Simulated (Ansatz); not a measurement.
# BCl (SMILES [B]Cl): wB97X/STO-3G

Aim: the electronic atomisation energy of BCl at wB97X/STO-3G, from 3 runs. 

The results are computed with Ansatz 0.2.0.

41 further runs of the same task are left out: 1 that didn't finish, 40 set aside as unsound or not needed.

## 1. Starting point

BCl: 2 atoms, total charge 0, spin state singlet. As SMILES, `[B]Cl`. Geometry: relaxed at GFN2-xTB.

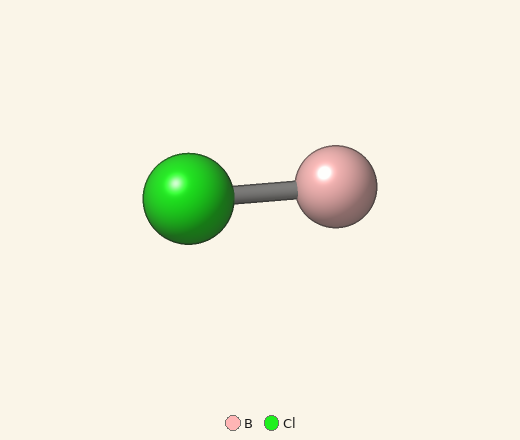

The structure, seen from a chosen angle (boron pink, chlorine green).

## 2. The energy at wB97X/STO-3G

molecule.yaml reads:

```yaml
crystal:
  periodic: [false, false, false]
  atoms:
    - symbol: B
      position_ang: [0.000000, 0.000000, 0.000000]
    - symbol: Cl
      position_ang: [0.000000, 0.000000, 1.578530]
basis:
  gaussian: {orbitals: STO-3G}
hamiltonian: {xc: {name: wB97X}}
accuracy: high
```

Run with:

```console
ansatz run molecule.yaml --threads 1 --pin off --max-ram 2610MiB --events-out events.jsonl --progress --plain --runs-dir runs
```

Output:

```text
Warning: RAYON_NUM_THREADS=1 ignored (pool sized by the plan → 1); use --threads N
Functional definition: wB97X
  name "wB97X"
  parameter omega = 0.3/bohr
  parameter cx = 0.157706
  parameter cx1 = 0.726479
  parameter cx2 = 1.04760
  parameter cx3 = -5.70635
  parameter cx4 = 13.2794
  parameter css1 = -4.33879
  parameter css2 = 18.2308
  parameter css3 = -31.7430
  parameter css4 = 17.2901
  parameter cos1 = 2.37031
  parameter cos2 = -11.3995
  parameter cos3 = 6.58405
  parameter cos4 = -3.78132
  exchange = spin_sum(e_x_unif_sr(omega)*poly(b97_u_x, 1 - cx, cx1, cx2, cx3, cx4)) + cx*exact_x_sr(omega)
      + exact_x_lr(omega)
  correlation = spin_sum(e_c_pw_same_spin*poly(b97_u_same, 1, css1, css2, css3, css4))
      + integral(e_c_pw_opposite_spin*poly(b97_u_opposite, 1, cos1, cos2, cos3, cos4))
224 factors; integrals over basis functions are off by at most 2.2e-8 eV
97 factors; integrals over basis functions are off by at most 6.3e-10 eV
mean field evaluation 1: about -13049.9358 eV, gradient 9.6e0 eV
mean field evaluation 2: about -13050.3102 eV, gradient 4.0e0 eV
mean field evaluation 4: about -13050.3689 eV, gradient 6.0e-2 eV
mean field evaluation 8: about -13050.3687 eV, gradient 7.6e-4 eV
mean field -13050.36867955 eV, -479.5922031157 hartree, gradient 2.2e-8 eV, S^2 0.000000; 0 other end points of the search recorded, 0 dependent functions left out
reference -13050.36867844 eV, -479.5922030752 hartree; 11, 11 occupied and 3, 3 virtual orbitals, 224 factors
Total energy: -13050.36867844 eV, -479.5922030752 hartree
```

It took 1.6 s on 1 thread of Intel Xeon Platinum 8375C at 2.90GHz (Ice Lake), shared host; peak memory 0.18 GiB.

## 3. The B atom, same level

input.yaml reads:

```yaml
crystal:
  periodic: [false, false, false]
  atoms:
    - {symbol: B, position_ang: [0.000000, 0.000000, 0.000000]}
basis:
  gaussian: {orbitals: STO-3G}
magnetization: {spin_polarized: true, initial_magnetization: 1}
hamiltonian: {xc: {name: wB97X}}
accuracy: high
```

Run with:

```console
ansatz run input.yaml --threads 1 --pin off --max-ram 2610MiB --events-out events.jsonl --progress --plain --runs-dir runs
```

Output, cut to the lines that bear on the results:

```text
Warning: RAYON_NUM_THREADS=1 ignored (pool sized by the plan → 1); use --threads N
[... 2 set-up lines as earlier in the session ...]
[...]
      + exact_x_lr(omega)
[...]
      + integral(e_c_pw_opposite_spin*poly(b97_u_opposite, 1, cos1, cos2, cos3, cos4))
15 factors; integrals over basis functions are off by at most 8.9e-10 eV
15 factors; integrals over basis functions are off by at most 3.7e-10 eV
[...]
mean field -660.45154739 eV, -24.2711466966 hartree, gradient 0.0e0 eV, S^2 0.750000; 0 other end points of the search recorded, 0 dependent functions left out
reference -660.45154666 eV, -24.2711466698 hartree; 3, 2 occupied and 2, 3 virtual orbitals, 15 factors
Total energy: -660.45154666 eV, -24.2711466698 hartree
```

Wall time 0.58 s (1 thread of Intel Xeon Platinum 8375C at 2.90GHz (Ice Lake), shared host); peak memory 0.15 GiB.

## 4. The Cl atom

molecule.yaml reads:

```yaml
crystal:
  periodic: [false, false, false]
  atoms:
    - {symbol: Cl, position_ang: [0.000000, 0.000000, 0.000000]}
basis:
  gaussian:
    orbitals: STO-3G
magnetization:
  spin_polarized: true
  initial_magnetization: 1
hamiltonian:
  xc: {name: wB97X}
accuracy: high
```

Run with:

```console
ansatz run molecule.yaml --threads 1 --pin off --max-ram 2610MiB --events-out events.jsonl --progress --plain --runs-dir runs
```

Output, cut to the lines that bear on the results:

```text
Warning: RAYON_NUM_THREADS=1 ignored (pool sized by the plan → 1); use --threads N
[... 2 set-up lines as earlier in the session ...]
[...]
      + exact_x_lr(omega)
[...]
      + integral(e_c_pw_opposite_spin*poly(b97_u_opposite, 1, cos1, cos2, cos3, cos4))
42 factors; integrals over basis functions are off by at most 1.8e-9 eV
23 factors; integrals over basis functions are off by at most 7.5e-10 eV
[...]
mean field -12384.80599005 eV, -455.1332254112 hartree, gradient 2.0e-9 eV, S^2 0.750000; 0 other end points of the search recorded, 0 dependent functions left out
reference -12384.80598940 eV, -455.1332253874 hartree; 9, 8 occupied and 0, 1 virtual orbitals, 42 factors
Total energy: -12384.80598940 eV, -455.1332253874 hartree
```

Run time: 1.3 s. Hardware: 1 thread of Intel Xeon Platinum 8375C at 2.90GHz (Ice Lake), shared host; peak memory 0.19 GiB.

## 5. Results

At wB97X/STO-3G:

| quantity | value |
| --- | --- |
| molecule: total energy | -479.59220 Eh |
| B atom: total energy | -24.27115 Eh |
| B atom: ⟨S²⟩ | 0.750 |
| Cl atom: total energy | -455.13323 Eh |
| Cl atom: ⟨S²⟩ | 0.750 |
| electronic atomisation energy | 5.111 eV |

Taking the molecule apart into free atoms costs 5.11 eV (493 kJ/mol), before zero-point energy and without spin-orbit coupling. In a minimal basis such a difference can be off by several eV, whatever the method.
